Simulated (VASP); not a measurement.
Band structure of Au2Ir2 (ordered alloy cell). These are PBEsol GGA, VASP's PBE PAW potentials (set 64) (plane waves; VASP) values and carry that method's errors.

Unless said otherwise, spin-orbit coupling is left out, though it shifts the bands of the heavy elements here.

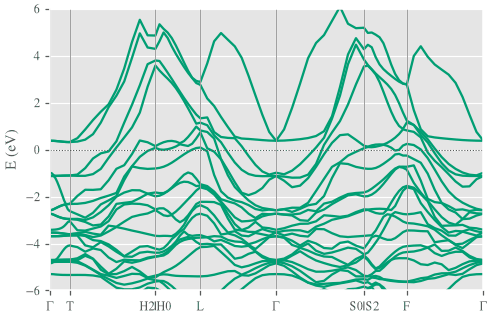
Fig. 1. Bands along high-symmetry lines, zero at the valence-band maximum or, without a gap, the Fermi level

Problem. Read the plot: is there a gap, and where are the band edges?

Solution. It has no gap at this level: it comes out as a metal or semimetal. (Edges off the drawn lines would not show.)

The structure was generated: Au2Ir2 was put into an ordered model structure (R-3m), which need not be its known phase. It was relaxed first.
